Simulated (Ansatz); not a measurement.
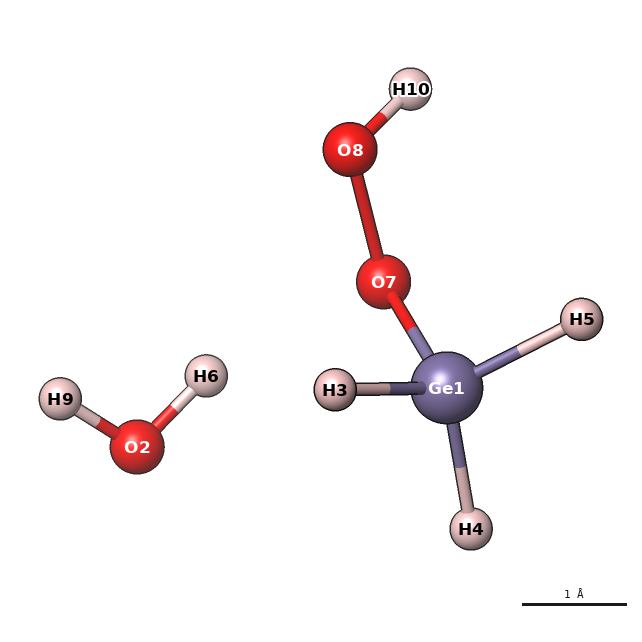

The geometry was computed by an optimisation with PBE0-D4/def2-TZVP.

Which hydrogen bonds does the structure hold? Count O, N, F, S and Cl donors.

```
   D–H···A  D–H (Å)  H···A (Å)  angle (°)            kind
O2–H6···O7     0.97       1.97        153  intermolecular
```
